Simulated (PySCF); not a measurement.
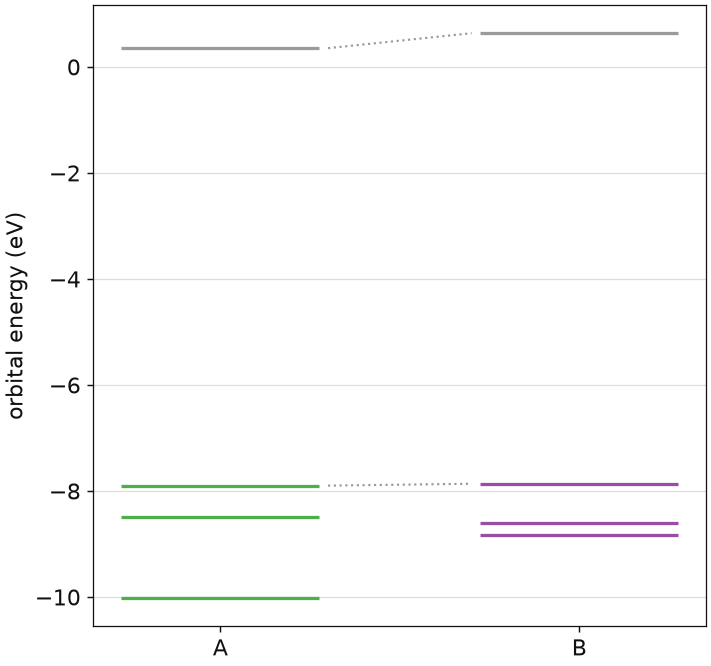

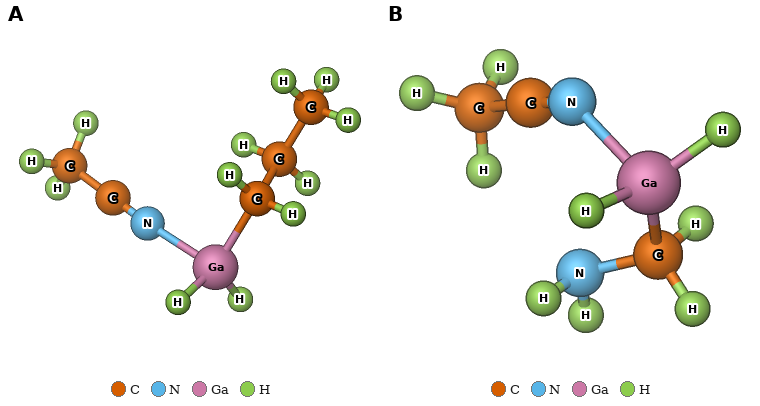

Related molecules: A is C₅H₁₂GaN, SMILES CC#[N+][GaH2-][CH2]CC, singlet; B is C₃H₉GaN₂, SMILES CC#[N+][GaH2-][CH2]N, singlet. Frontier orbital energies, CAM-B3LYP/def2-SVPD in PySCF 2.14.0, at a PBE0-D3(BJ)/def2-SVP geometry (no frequency check); drawn are at most three filled levels and, in grey, the LUMO with any level within 0.03 eV of it; dotted lines join the HOMOs and the LUMOs.

Question: What does the change do to the frontier levels?

Answer: From A to B the HOMO hardly moves and the LUMO rises by 0.28 eV, so the separation goes from 8.25 to 8.50 eV.

Question: Does the ΔSCF ionisation energy follow the HOMO?

Answer: A: −ε(HOMO) 7.89, ΔSCF 8.55 eV; B: −ε(HOMO) 7.86, ΔSCF 8.63 eV.

Caveats, for all or some of the runs: empty levels above zero depend strongly on the basis; one conformer of a flexible molecule.
